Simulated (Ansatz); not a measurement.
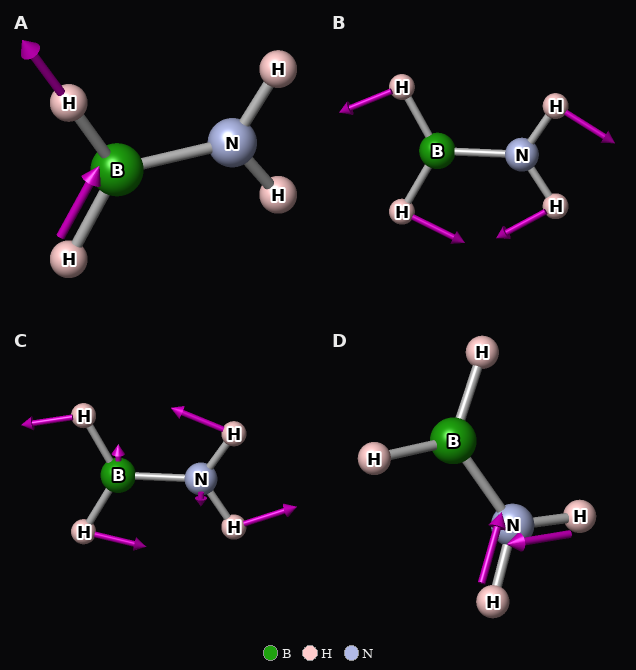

4 normal modes of one molecule or complex, as arrows. Harmonic vibrations computed with RKS PBE0-D4/def2-TZVP (Ansatz 0.2.0) at a stationary point of the same level.

> Match the panels to the wavenumbers 743 cm⁻¹, 1135 cm⁻¹, 2659 cm⁻¹, 3616 cm⁻¹.

A: 2659 cm⁻¹, out-of-phase stretching of 2 B–H bonds
B: 743 cm⁻¹, angle bending
C: 1135 cm⁻¹, angle bending
D: 3616 cm⁻¹, in-phase stretching of 2 N–H bonds
